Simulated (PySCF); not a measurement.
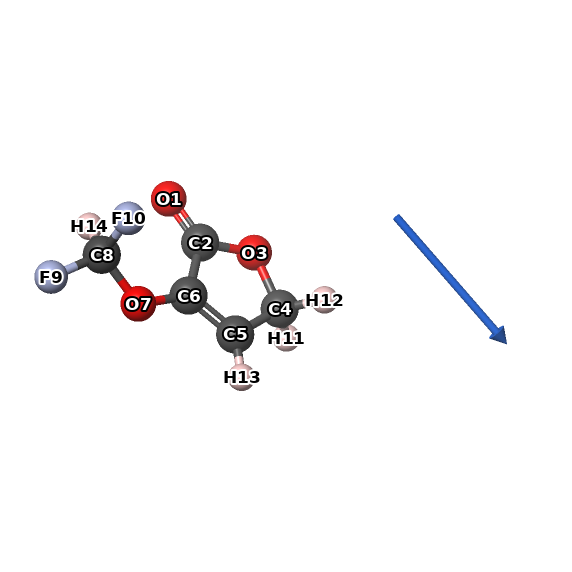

The arrow beside the molecule shows the direction of the dipole moment, from the negative to the positive end (its length means nothing). Computed geometry: GFN2-xTB optimisation. No frequency run is at hand to confirm it as a minimum. Method: PBE0/def2-SVPD, gas phase (PySCF 2.14.0).

How large is the dipole moment?

4.70 D; it points from the side of F9, F10, H14 to the side of H11 (the outermost atoms at the two ends).
